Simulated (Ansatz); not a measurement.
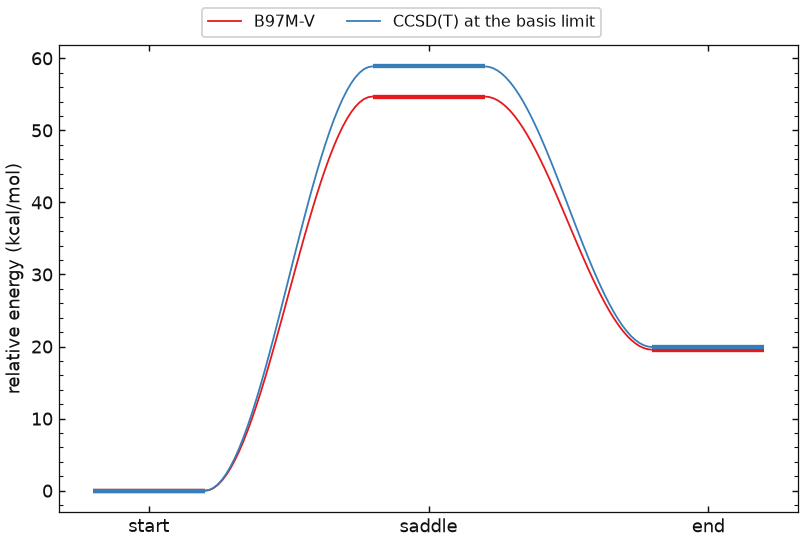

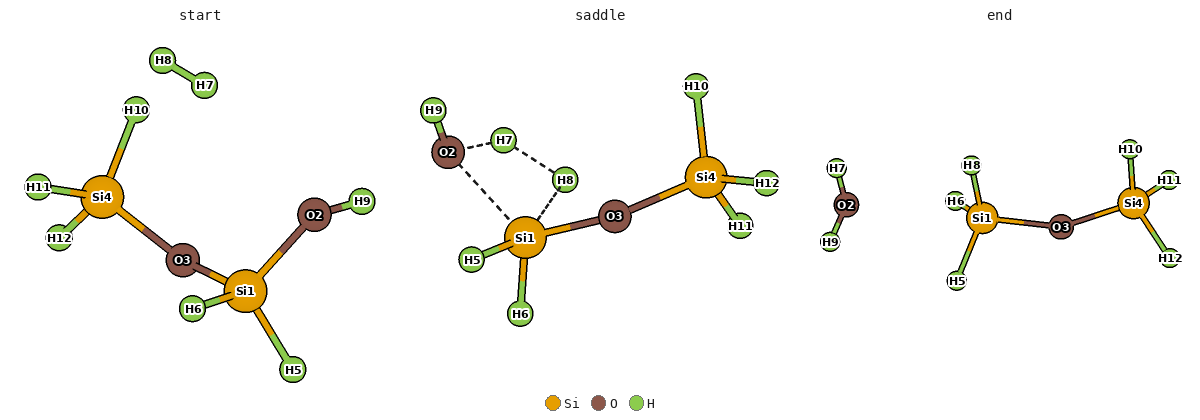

One elementary step of Si₂H₈O₂: start, first-order saddle point (changing pairs dashed) and end. Electronic energies at PBE0-D4/def2-TZVP geometries, energies in def2-TZVPP, the Ansatz code 0.2.0; cores frozen in correlated methods, no zero-point terms. Start and end are the structures at the ends of the path (complexes, where there are several molecules). The limit is the MP2 basis limit plus CCSD(T) less MP2 in triple zeta. Lines between the levels only guide the eye.

Which bonds change in the step?

Si1–H8 (3.92 → 1.77 → 1.49 Å) and O2–H7 (2.68 → 1.10 → 0.96 Å) form; Si1–O2 (1.64 → 1.87 → 2.83 Å) and H7–H8 (0.75 → 1.18 → 2.78 Å) break (lengths at start, saddle and end; changes of bond order aren't listed). The imaginary mode at the saddle is 1114.1i cm⁻¹ (PBE0-D4).

Give the barriers and step energies (kcal/mol).

| level | barrier | reverse barrier | step energy |
| --- | --- | --- | --- |
| B97M-V | 54.7 | 35.1 | 19.6 |
| CCSD(T) at the basis limit | 58.9 | 38.9 | 19.9 |
